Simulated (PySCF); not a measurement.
Run report: B₂SiH₅Br, excited-state calculation

- system: B₂SiH₅Br
- method: TDDFT CAM-B3LYP/def2-SVPD, vertical, gas phase, core orbitals frozen in the response (PySCF 2.14.0)

The geometry comes from this level: GFN2-xTB. It belongs to a series of runs on one base structure; here: H on B replaced by BH2.

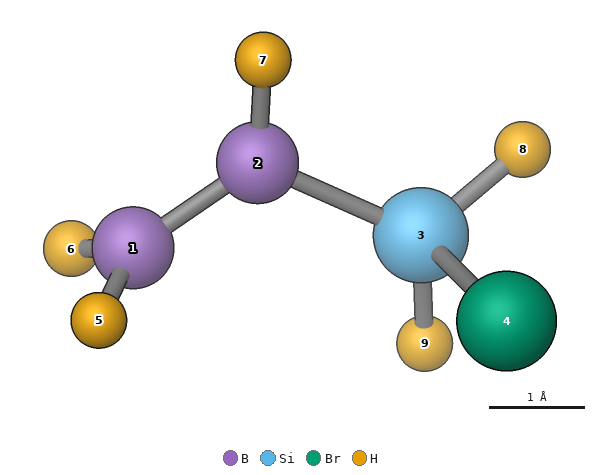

Figure 1. The input geometry (ball-and-stick view, seen on its broad side; atoms are numbered from 1 in the order of the input). Bond lengths as drawn: Br–Si 2.25 Å, B–B 1.60 Å, B–H 1.17 to 1.18 Å, B–Si 1.96 Å and H–Si 1.47 Å.

## The input
```
{"job": {"kind": "uv", "xc": "CAM-B3LYP", "basis": "def2-SVPD", "nstates": 8, "ntriplets": 3}, "charge": 0, "multiplicity": 1}
B      1.758623     0.167393    -0.040644
B      0.441806    -0.470411     0.597881
Si    -1.269865    -0.171557    -0.310897
Br    -2.182286     1.643354     0.663989
H      2.114917     1.264183     0.182170
H      2.414430    -0.396945    -0.836899
H      0.373560    -1.083669     1.597063
H     -2.340437    -1.163169    -0.152499
H     -1.297185     0.216815    -1.725345
```

The first line tells a small driver script what to run in PySCF; the rest is the geometry in Å.

Hardware: 1 CPU thread, shared host.

Launch command:
```bash
OMP_NUM_THREADS=1 python <driver script> task.json out
```

## What the program printed
```
coarse grid: 36464 points
cycle   1  E = -2915.9497772118  dE = -9.482e-01  |g| = 2.563e-01  |ddm| = 3.614e+00
cycle   2  E = -2915.9641006837  dE = -1.432e-02  |g| = 1.691e-01  |ddm| = 8.758e-01
cycle   3  E = -2915.9739558411  dE = -9.855e-03  |g| = 4.229e-02  |ddm| = 3.780e-01
cycle   4  E = -2915.9743770466  dE = -4.212e-04  |g| = 1.226e-02  |ddm| = 7.539e-02
cycle   5  E = -2915.9744055198  dE = -2.847e-05  |g| = 1.621e-03  |ddm| = 2.944e-02
cycle   6  E = -2915.9744067777  dE = -1.258e-06  |g| = 5.705e-04  |ddm| = 5.482e-03
final grid: 74280 points
cycle   7  E = -2915.9743469385  dE = -1.927e-07  |g| = 4.382e-04  |ddm| = 2.384e-03
cycle   8  E = -2915.9743469773  dE = -3.884e-08  |g| = 3.731e-04  |ddm| = 1.236e-03
cycle   9  E = -2915.9743469982  dE = -2.089e-08  |g| = 4.144e-05  |ddm| = 4.300e-04
cycle  10  E = -2915.9743470009  dE = -2.735e-09  |g| = 2.064e-05  |ddm| = 1.659e-04
cycle  11  E = -2915.9743470014  dE = -4.757e-10  |g| = 5.054e-06  |ddm| = 9.728e-05
```

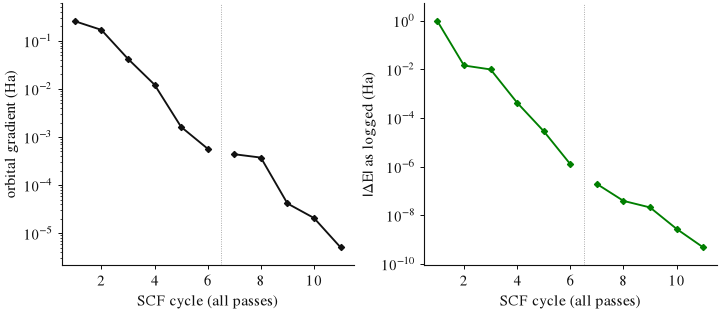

Figure 2. Convergence of the self-consistent field: orbital gradient and size of the energy change against the SCF cycle. The dotted line marks the change from a coarse to the final integration grid. The first 6 cycles use a coarse grid, the final grid takes over at cycle 7, and the field converges after 11 cycles in all.

```
converged SCF energy = -2915.9743470014

Static polarisability (au): isotropic 79.153, principal 66.549 74.761 96.149

Singlet excitations
state   eV       nm        f      main configurations
  1   4.0364    307.2   0.00642   H->L 0.76, H-2->L 0.19
  2   4.7960    258.5   0.00231   H-1->L 0.93
  3   5.1232    242.0   0.02548   H-2->L 0.57, H->L 0.12, H-3->L 0.11
  4   5.1586    240.3   0.02869   H->L+1 0.42, H-2->L+1 0.41
  5   5.7097    217.1   0.00863   H-3->L 0.64, H-2->L 0.11
  6   6.1233    202.5   0.00810   H-1->L+1 0.29, H->L+1 0.28, H-2->L+1 0.19
  7   6.1935    200.2   0.00041   H-1->L+1 0.55, H-5->L+1 0.16, H-4->L+1 0.12
  8   6.3985    193.8   0.01389   H-5->L+1 0.38, H-4->L+1 0.22, H->L+1 0.15

Triplet excitations (Tamm-Dancoff, eV): 3.3588 4.4091 4.4967
```

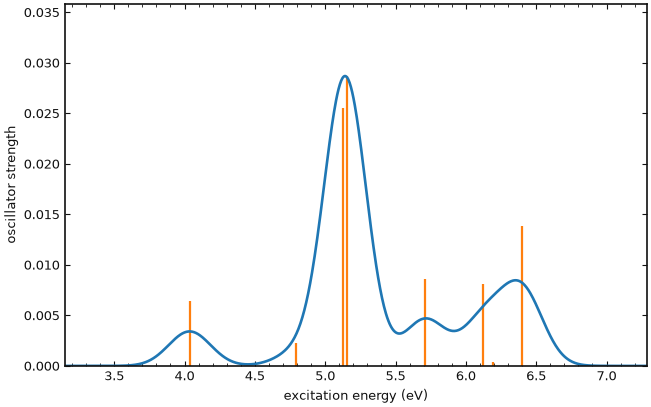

Figure 3. Computed excitations as sticks (degenerate states added up, dark ones marked on the axis), with a Gaussian envelope of 0.35 eV full width at half maximum, scaled to the tallest. Of the 8 states the lowest lies at 4.04 eV (f = 0.006); the strongest line is at 5.16 eV, or 240 nm (f = 0.029).

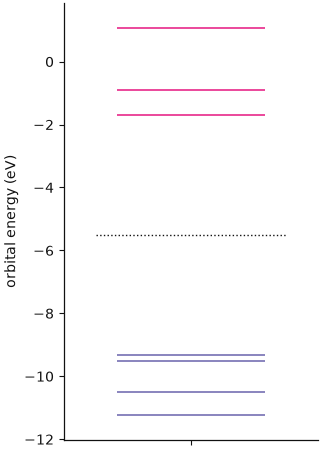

Figure 4. Orbital energies near the frontier; the dotted line parts filled from empty levels, and levels within 0.02 eV of each other stand side by side. Highest filled −9.34 eV, lowest empty −1.68 eV, 7.66 eV apart.

## Summary

| quantity | value |
| --- | --- |
| outcome | converged |
| total energy | −2915.974347 hartree |
| HOMO | −9.34 eV |
| LUMO | −1.68 eV |
| dipole moment | 2.19 D |
| mean polarisability | 79.15 a.u. |
| lowest singlet excitation | 4.04 eV |
| wall time | 27 s |
| peak memory | 0.59 GiB |

## Remarks

Spin–orbit coupling is left out, which matters for the heavy atoms.
